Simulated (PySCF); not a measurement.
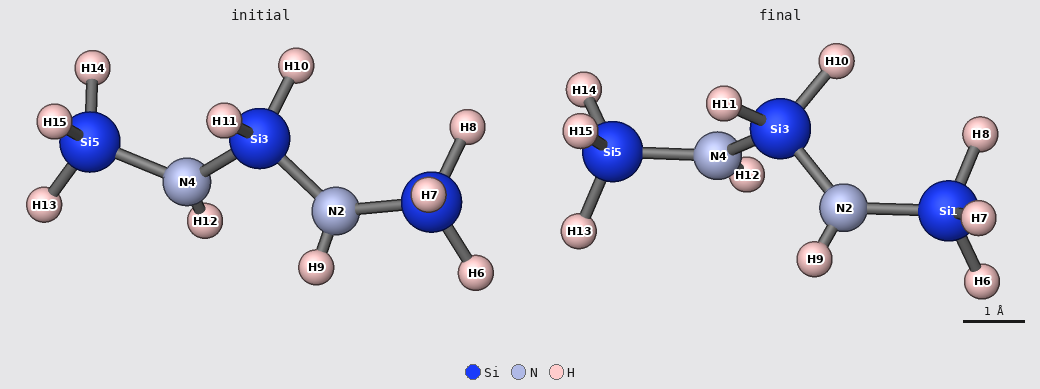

The structure of Si3N2H10 before (left) and after (right) a relaxation, at one scale.

Style: ball-and-stick. Shown at a tilt.

The start comes from GFN2-xTB. Its atoms were then displaced at random by about 0.01 Å.

Method: PBE0-D3(BJ)/def2-SVP geometry optimisation, gas phase in PySCF. 

Summarise the run.

Answer. H12 moves most after the best rigid fit: 0.95 Å. By element the largest moves are H 0.95 Å, N 0.55 Å, Si 0.19 Å. Among the contacts that change: Si1–H6 1.444 → 1.497 Å, Si3–N4 1.688 → 1.738 Å, Si1–H7 1.455 → 1.497 Å, Si5–H13 1.461 → 1.497 Å. Among the angles between lasting bonds that change: N2–Si3–N4 104.1° → 111.8°, N2–Si1–H6 105.7° → 111.1°, H6–Si1–H7 112.1° → 107.0°. Groups turn about N2–Si3 by about 40°, Si3–N4 by about 40°, N4–Si5 by about 35°. The energy falls by 0.353 eV in 18 geometry steps.
